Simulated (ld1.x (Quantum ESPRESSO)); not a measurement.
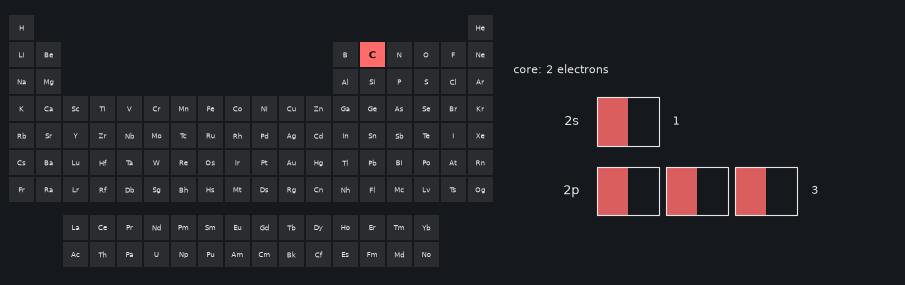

Left, the place of carbon in the periodic table; right, the valence shells of the reference configuration: a box for each of the 2l + 1 orbitals, shaded by the share of the shell that is filled, with the electron count at the right.

# Pseudopotential generation: C (part 1 of 2)

Carbon (C, Z = 6), core [He], reference valence 2s1 2p3, valence charge 4. Computed at this level: ultrasoft potential, Wu–Cohen, scalar-relativistic, made with ld1.x (Quantum ESPRESSO) 7.5.

## The input
```
 &input
   title='C', zed=6., rel=1, dft='WC', iswitch=3,
   config='[He] 2s1 2p3',
   nld=2, rlderiv=2.20, eminld=-3.0, emaxld=5.0, deld=0.02
 /
 &inputp
   pseudotype=3, tm=.true., lloc=-1, rcloc=1.65,
   nlcc=.true., rcore=0.85,
   which_augfun='PSQ', rmatch_augfun_nc=.true.,
   file_pseudopw='C.UPF', file_wfcaegen='ae.wfc', file_wfcncgen='nc.wfc', file_beta='beta', file_chi='chi', file_wfcusgen='us.wfc'
 /
4
2S  1  0   1.00   0.00  0.95  1.20  0.0
2S  1  0   0.00   1.75  0.95  1.20  0.0
2P  2  1   3.00   0.00  1.70  2.00  0.0
2P  2  1   0.00   0.65  1.70  2.00  0.0
 &test
   configts(1)='2s1 2p3'
 /
```

## Input of the test run
```
 &input
   title='C', zed=6., rel=1, dft='WC', iswitch=2,
   config='[He] 2s1 2p3'
 /
 &test
   file_pseudo='C.UPF', nconf=8,
   configts(1)='2s1 2p3',
   configts(2)='2s2 2p2',
   configts(3)='2s2 2p1',
   configts(4)='2s2 2p0',
   configts(5)='2s1 2p0',
   configts(6)='2s2 2p1.5',
   configts(7)='2s2 2p2.3',
   configts(8)='2s0 2p4'
 /
```

Hardware: 1 CPU thread, shared host.

Command:
```bash
ld1.x < C.in > C.out
```

## Output
```
     Program LD1 v.7.5
     --------------------------- All-electron run ----------------------------

     C
     scalar relativistic calculation

     atomic number is  6.00
     dft =WC   lsd =0 sic =0 latt =0  beta=0.20 tr2=1.0E-14
     Exchange-correlation= WC
                           (   1   4  11   4   0   0   0)
     mesh =1073 r(mesh) = 100.30751 a.u. xmin = -7.00 dx = 0.01250
     1 Ry =  13.60569312 eV, c = 137.03599908

     n l     nl                  e(Ry)          e(Ha)          e(eV)
     1 0     1S 1( 2.00)       -20.1168       -10.0584      -273.7025
     2 0     2S 1( 1.00)        -1.0375        -0.5187       -14.1153
     2 1     2P 1( 3.00)        -0.4170        -0.2085        -5.6738

     final scf error:  2.6E-15 reached in  22 iterations

     Etot =     -74.722661 Ry,     -37.361331 Ha,   -1016.653595 eV

     Ekin =      74.522399 Ry,      37.261199 Ha,    1013.928890 eV
     Encl =    -174.477490 Ry,     -87.238745 Ha,   -2373.887192 eV
     Eh   =      35.083554 Ry,      17.541777 Ha,     477.336069 eV
     Exc  =      -9.851123 Ry,      -4.925562 Ha,    -134.031362 eV

     normalization and overlap integrals

     s(1S/1S) =  1.000000  <r> =   0.2709  <r2> =    0.0995  r(max) =   0.1730
     s(2S/2S) =  1.000000  <r> =   1.5682  <r2> =    2.9741  r(max) =   1.2162
     s(2P/2P) =  1.000000  <r> =   1.7702  <r2> =    4.0941  r(max) =   1.2011

     ------------------------ End of All-electron run ------------------------

     --------------------- Generating US pseudopotential ---------------------

      Generating local potential from pseudized AE potential:
      Matching radius rcloc =   1.6500

      Local pseudo, rcloc= 1.662 Estimated cut-off energy=     8.75 Ry

      Computing core charge for nlcc:

       r > 0.86 : true rho core
       r < 0.86 : rho core = a sin(br)/r    a=   0.30  b=   3.25

      Integrated core pseudo-charge :   0.10
      Wfc-us  2S rcutus= 1.201  Estimated cut-off energy=    30.72 Ry
      Wfc-us  2S rcutus= 1.201  Estimated cut-off energy=    36.65 Ry
      Wfc-us  2P rcutus= 1.980  Estimated cut-off energy=    19.92 Ry
      Wfc-us  2P rcutus= 1.980  Estimated cut-off energy=   100.99 Ry

     Q pseudized with Bessel functions
     Expected ecutrho=     203.6245 due to l1=  0   l2=  1

     ------------------- End of pseudopotential generation -------------------

     --------------------------- All-electron run ----------------------------

     C
     scalar relativistic calculation

     atomic number is  6.00
     dft =WC   lsd =0 sic =0 latt =0  beta=0.20 tr2=1.0E-14
     Exchange-correlation= WC
                           (   1   4  11   4   0   0   0)
     mesh =1073 r(mesh) = 100.30751 a.u. xmin = -7.00 dx = 0.01250
     1 Ry =  13.60569312 eV, c = 137.03599908

     n l     nl                  e(Ry)          e(Ha)          e(eV)
     1 0     1S 1( 2.00)       -20.1168       -10.0584      -273.7025
     2 0     2S 1( 1.00)        -1.0375        -0.5187       -14.1153
     2 1     2P 1( 3.00)        -0.4170        -0.2085        -5.6738

     final scf error:  2.6E-15 reached in  22 iterations

     Etot =     -74.722661 Ry,     -37.361331 Ha,   -1016.653595 eV

     Ekin =      74.522399 Ry,      37.261199 Ha,    1013.928890 eV
     Encl =    -174.477490 Ry,     -87.238745 Ha,   -2373.887192 eV
     Eh   =      35.083554 Ry,      17.541777 Ha,     477.336069 eV
     Exc  =      -9.851123 Ry,      -4.925562 Ha,    -134.031362 eV

     normalization and overlap integrals

     s(1S/1S) =  1.000000  <r> =   0.2709  <r2> =    0.0995  r(max) =   0.1730
     s(2S/2S) =  1.000000  <r> =   1.5682  <r2> =    2.9741  r(max) =   1.2162
     s(2P/2P) =  1.000000  <r> =   1.7702  <r2> =    4.0941  r(max) =   1.2011

     ------------------------ End of All-electron run ------------------------

     Computing logarithmic derivative in   2.20232
     Computing logarithmic derivative in   2.20232
     Computing the partial wave expansion
     R is outside the sphere for l=    0 j= 0.00
     R is outside the sphere for l=    0 j= 0.00
     R is outside the sphere for l=    1 j= 0.00
     R is outside the sphere for l=    1 j= 0.00

     ---------------------- Testing the pseudopotential ----------------------

     C
     scalar relativistic calculation

     atomic number is  6.00   valence charge is  4.00
     dft =WC   lsd =0 sic =0 latt =0  beta=0.20 tr2=1.0E-14
     mesh =1073 r(mesh) = 100.30751 xmin = -7.00 dx = 0.01250

     n l     nl             e AE (Ry)        e PS (Ry)    De AE-PS (Ry)
     1 0     2S   1( 1.00)       -1.03746       -1.03746        0.00000
     2 1     2P   1( 3.00)       -0.41702       -0.41702        0.00000

     eps = 2.5E-15  iter =  3

     Etot =     -74.722661 Ry,     -37.361331 Ha,   -1016.653595 eV
     Etotps =   -10.314940 Ry,      -5.157470 Ha,    -140.341913 eV

     Ekin =       5.185176 Ry,       2.592588 Ha,      70.547915 eV
     Encl =     -22.756730 Ry,     -11.378365 Ha,    -309.621091 eV
     Ehrt =       8.757990 Ry,       4.378995 Ha,     119.158519 eV
     Ecxc =      -2.918554 Ry,      -1.459277 Ha,     -39.708945 eV
     (Ecc =      -0.058726 Ry,      -0.029363 Ha,      -0.799010 eV)
     Epseu=       1.417178 Ry,       0.708589 Ha,      19.281689 eV

     ---------------------- End of pseudopotential test ----------------------
```

## Output of the test run (extracts)
```
     ---------------------- Testing the pseudopotential ----------------------

     C
     scalar relativistic calculation

     atomic number is  6.00   valence charge is  4.00
     dft =WC   lsd =0 sic =0 latt =0  beta=0.20 tr2=1.0E-14
     mesh =1073 r(mesh) = 100.30751 xmin = -7.00 dx = 0.01250

     n l     nl             e AE (Ry)        e PS (Ry)    De AE-PS (Ry)
     1 0     2S   1( 1.00)       -1.03746       -1.03746        0.00000
     2 1     2P   1( 3.00)       -0.41702       -0.41702        0.00000

     eps = 2.5E-15  iter =  3

     Etot =     -74.722661 Ry,     -37.361330 Ha,   -1016.653595 eV
     Etotps =   -10.314940 Ry,      -5.157470 Ha,    -140.341913 eV

     Ekin =       5.185176 Ry,       2.592588 Ha,      70.547915 eV
     Encl =     -22.756730 Ry,     -11.378365 Ha,    -309.621091 eV
     Ehrt =       8.757990 Ry,       4.378995 Ha,     119.158519 eV
     Ecxc =      -2.918554 Ry,      -1.459277 Ha,     -39.708945 eV
     (Ecc =      -0.058726 Ry,      -0.029363 Ha,      -0.799010 eV)
     Epseu=       1.417178 Ry,       0.708589 Ha,      19.281689 eV

     ---------------------- End of pseudopotential test ----------------------

     ---------------------- Testing the pseudopotential ----------------------

     C
     scalar relativistic calculation

     atomic number is  6.00   valence charge is  4.00
     dft =WC   lsd =0 sic =0 latt =0  beta=0.20 tr2=1.0E-14
     mesh =1073 r(mesh) = 100.30751 xmin = -7.00 dx = 0.01250

     n l     nl             e AE (Ry)        e PS (Ry)    De AE-PS (Ry)
     1 0     2S   1( 2.00)       -1.00445       -1.00804        0.00359
     2 1     2P   1( 2.00)       -0.38526       -0.38752        0.00226

     eps = 8.5E-15  iter = 15

     Etot =     -75.342515 Ry,     -37.671257 Ha,   -1025.087132 eV
     Etotps =   -10.935440 Ry,      -5.467720 Ha,    -148.784238 eV
     dEtot_ae =      -0.619854 Ry
     dEtot_ps =      -0.620499 Ry,   Delta E=       0.000646 Ry

     Ekin =       4.629055 Ry,       2.314527 Ha,      62.981496 eV
     Encl =     -22.842592 Ry,     -11.421296 Ha,    -310.789291 eV
     Ehrt =       8.890380 Ry,       4.445190 Ha,     120.959783 eV
     Ecxc =      -2.950717 Ry,      -1.475358 Ha,     -40.146546 eV
     (Ecc =      -0.058726 Ry,      -0.029363 Ha,      -0.799010 eV)
     Epseu=       1.338434 Ry,       0.669217 Ha,      18.210321 eV

     ---------------------- End of pseudopotential test ----------------------

     ---------------------- Testing the pseudopotential ----------------------

     C
     scalar relativistic calculation

     atomic number is  6.00   valence charge is  4.00
     dft =WC   lsd =0 sic =0 latt =0  beta=0.20 tr2=1.0E-14
     mesh =1073 r(mesh) = 100.30751 xmin = -7.00 dx = 0.01250

     n l     nl             e AE (Ry)        e PS (Ry)    De AE-PS (Ry)
     1 0     2S   1( 2.00)       -1.88686       -1.90279        0.01594  !
     2 1     2P   1( 1.00)       -1.24583       -1.26594        0.02011  !

     eps = 6.9E-16  iter =  9

     Etot =     -74.547584 Ry,     -37.273792 Ha,   -1014.271548 eV
     Etotps =   -10.130714 Ry,      -5.065357 Ha,    -137.835387 eV
     dEtot_ae =       0.175077 Ry
     dEtot_ps =       0.184226 Ry,   Delta E=      -0.009149 Ry

     Ekin =       3.739906 Ry,       1.869953 Ha,      50.884008 eV
     Encl =     -18.436467 Ry,      -9.218233 Ha,    -250.840906 eV
     Ehrt =       5.610927 Ry,       2.805464 Ha,      76.340557 eV
     Ecxc =      -2.294418 Ry,      -1.147209 Ha,     -31.217151 eV
     (Ecc =      -0.058726 Ry,      -0.029363 Ha,      -0.799010 eV)
     Epseu=       1.249338 Ry,       0.624669 Ha,      16.998106 eV

     ---------------------- End of pseudopotential test ----------------------

     ---------------------- Testing the pseudopotential ----------------------

     C
     scalar relativistic calculation

     atomic number is  6.00   valence charge is  4.00
     dft =WC   lsd =0 sic =0 latt =0  beta=0.20 tr2=1.0E-14
     mesh =1073 r(mesh) = 100.30751 xmin = -7.00 dx = 0.01250

     n l     nl             e AE (Ry)        e PS (Ry)    De AE-PS (Ry)
     1 0     2S   1( 2.00)       -2.95862       -2.99252        0.03390  !
     2 1     2P   1( 0.00)       -2.32498       -2.37073        0.04575  !

     eps = 1.4E-15  iter =  7

     Etot =     -72.778307 Ry,     -36.389154 Ha,    -990.199316 eV
     Etotps =    -8.328034 Ry,      -4.164017 Ha,    -113.308674 eV
     dEtot_ae =       1.944354 Ry
     dEtot_ps =       1.986906 Ry,   Delta E=      -0.042553 Ry

     Ekin =       2.483790 Ry,       1.241895 Ha,      33.793684 eV
     Encl =     -12.761586 Ry,      -6.380793 Ha,    -173.630229 eV
     Ehrt =       2.666120 Ry,       1.333060 Ha,      36.274415 eV
     Ecxc =      -1.493301 Ry,      -0.746650 Ha,     -20.317395 eV
     (Ecc =      -0.058726 Ry,      -0.029363 Ha,      -0.799010 eV)
     Epseu=       0.776943 Ry,       0.388472 Ha,      10.570850 eV

     ---------------------- End of pseudopotential test ----------------------

     ---------------------- Testing the pseudopotential ----------------------

     C
     scalar relativistic calculation

     atomic number is  6.00   valence charge is  4.00
     dft =WC   lsd =0 sic =0 latt =0  beta=0.20 tr2=1.0E-14
     mesh =1073 r(mesh) = 100.30751 xmin = -7.00 dx = 0.01250

     n l     nl             e AE (Ry)        e PS (Ry)    De AE-PS (Ry)
     1 0     2S   1( 1.00)       -4.10980       -4.15217        0.04236  !
     2 1     2P   1( 0.00)       -3.51519       -3.57238        0.05719  !

     eps = 8.6E-15  iter =  7

     Etot =     -69.247031 Ry,     -34.623515 Ha,    -942.153849 eV
     Etotps =    -4.758554 Ry,      -2.379277 Ha,     -64.743425 eV
     dEtot_ae =       5.475630 Ry
     dEtot_ps =       5.556386 Ry,   Delta E=      -0.080756 Ry

     Ekin =       1.423645 Ry,       0.711822 Ha,      19.369671 eV
     Encl =      -6.630237 Ry,      -3.315119 Ha,     -90.208976 eV
     Ehrt =       0.704089 Ry,       0.352045 Ha,       9.579619 eV
     Ecxc =      -0.693314 Ry,      -0.346657 Ha,      -9.433023 eV
     (Ecc =      -0.058726 Ry,      -0.029363 Ha,      -0.799010 eV)
     Epseu=       0.437264 Ry,       0.218632 Ha,       5.949284 eV

     ---------------------- End of pseudopotential test ----------------------

     ---------------------- Testing the pseudopotential ----------------------

     C
     scalar relativistic calculation

     atomic number is  6.00   valence charge is  4.00
     dft =WC   lsd =0 sic =0 latt =0  beta=0.20 tr2=1.0E-14
     mesh =1073 r(mesh) = 100.30751 xmin = -7.00 dx = 0.01250

     n l     nl             e AE (Ry)        e PS (Ry)    De AE-PS (Ry)
     1 0     2S   1( 2.00)       -1.41807       -1.42641        0.00834  !
     2 1     2P   1( 1.50)       -0.78469       -0.79374        0.00905  !

     eps = 8.7E-17  iter =  9

     Etot =     -75.052811 Ry,     -37.526405 Ha,   -1021.145509 eV
     Etotps =   -10.643091 Ry,      -5.321546 Ha,    -144.806635 eV
     dEtot_ae =      -0.330150 Ry
     dEtot_ps =      -0.328151 Ry,   Delta E=      -0.001999 Ry

     Ekin =       4.246973 Ry,       2.123487 Ha,      57.783012 eV
     Encl =     -20.823715 Ry,     -10.411857 Ha,    -283.321071 eV
     Ehrt =       7.255332 Ry,       3.627666 Ha,      98.713819 eV
     Ecxc =      -2.647979 Ry,      -1.323990 Ha,     -36.027590 eV
     (Ecc =      -0.058726 Ry,      -0.029363 Ha,      -0.799010 eV)
     Epseu=       1.326297 Ry,       0.663149 Ha,      18.045194 eV

     ---------------------- End of pseudopotential test ----------------------

     ---------------------- Testing the pseudopotential ----------------------

     C
     scalar relativistic calculation

     atomic number is  6.00   valence charge is  4.00
     dft =WC   lsd =0 sic =0 latt =0  beta=0.20 tr2=1.0E-14
     mesh =1073 r(mesh) = 100.30751 xmin = -7.00 dx = 0.01250

     n l     nl             e AE (Ry)        e PS (Ry)    De AE-PS (Ry)
     1 0     2S   1( 2.00)       -0.78882       -0.79097        0.00216
     2 1     2P   1( 2.30)       -0.18046       -0.18075        0.00029

     eps = 6.6E-15  iter = 11

     Etot =     -75.426637 Ry,     -37.713319 Ha,   -1026.231678 eV
     Etotps =   -11.019912 Ry,      -5.509956 Ha,    -149.933547 eV
     dEtot_ae =      -0.703976 Ry
     dEtot_ps =      -0.704972 Ry,   Delta E=       0.000996 Ry

     Ekin =       4.785772 Ry,       2.392886 Ha,      65.113747 eV
     Encl =     -23.846468 Ry,     -11.923234 Ha,    -324.447723 eV
     Ehrt =       9.813581 Ry,       4.906791 Ha,     133.520577 eV
     Ecxc =      -3.100241 Ry,      -1.550121 Ha,     -42.180932 eV
     (Ecc =      -0.058726 Ry,      -0.029363 Ha,      -0.799010 eV)
     Epseu=       1.327443 Ry,       0.663722 Ha,      18.060782 eV

     ---------------------- End of pseudopotential test ----------------------

     ---------------------- Testing the pseudopotential ----------------------

     C
     scalar relativistic calculation

     atomic number is  6.00   valence charge is  4.00
     dft =WC   lsd =0 sic =0 latt =0  beta=0.20 tr2=1.0E-14
     mesh =1073 r(mesh) = 100.30751 xmin = -7.00 dx = 0.01250

     n l     nl             e AE (Ry)        e PS (Ry)    De AE-PS (Ry)
     1 0     2S   1( 0.00)       -1.06678       -1.06400       -0.00278
     2 1     2P   1( 4.00)       -0.44536       -0.44359       -0.00177

     eps = 6.8E-15  iter = 11

     Etot =     -74.101712 Ry,     -37.050856 Ha,   -1008.205148 eV
     Etotps =    -9.694525 Ry,      -4.847262 Ha,    -131.900728 eV
     dEtot_ae =       0.620949 Ry
     dEtot_ps =       0.620416 Ry,   Delta E=       0.000534 Ry

     Ekin =       5.752143 Ry,       2.876072 Ha,      78.261899 eV
     Encl =     -22.670373 Ry,     -11.335186 Ha,    -308.446134 eV
     Ehrt =       8.641486 Ry,       4.320743 Ha,     117.573409 eV
     Ecxc =      -2.901720 Ry,      -1.450860 Ha,     -39.479909 eV
     (Ecc =      -0.058726 Ry,      -0.029363 Ha,      -0.799010 eV)
     Epseu=       1.483938 Ry,       0.741969 Ha,      20.190008 eV

     ---------------------- End of pseudopotential test ----------------------
```

(Continued in part 2.) Outcome of the run: generated.
